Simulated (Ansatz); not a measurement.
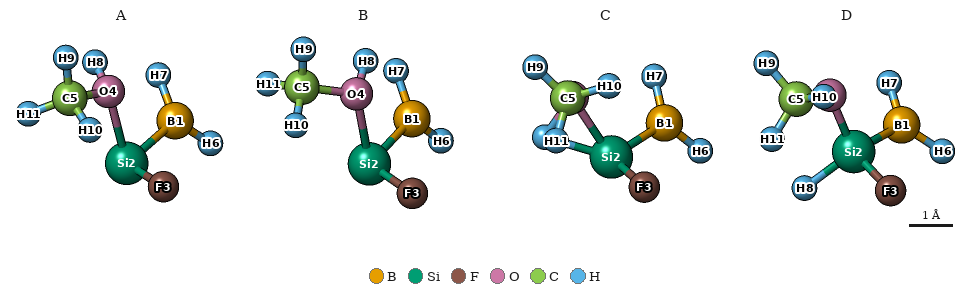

4 geometries from a converged minimum-energy path of CH$_{6}$BFOSi, shuffled. Style: ball-and-stick. Shown from a free direction.

Theory: RKS CAM-B3LYP-D4/6-31G* (Ansatz). Set-up: 5 movable images; climbing image; force threshold 0.05 eV/Å; iteration limit 60; starting path through a guess of the saddle point.

Which frame is the transition state?

C. In order along the path, whose images run from 0 to 6: D (image 1, +0.01 eV), C (image 3, +3.49 eV), A (image 5, +2.57 eV), B (image 6, +2.56 eV). A hydrogen atom shifts from one atom to another. Breaking: Si2–H8 (1.49 → 1.65 at the top → 2.48 Å). Forming: O4–H8 (2.54 → 1.26 at the top → 0.97 Å).

The run took 3 min on 2 threads of Arm Neoverse V2 (shared host), peak memory 0.22 GiB.
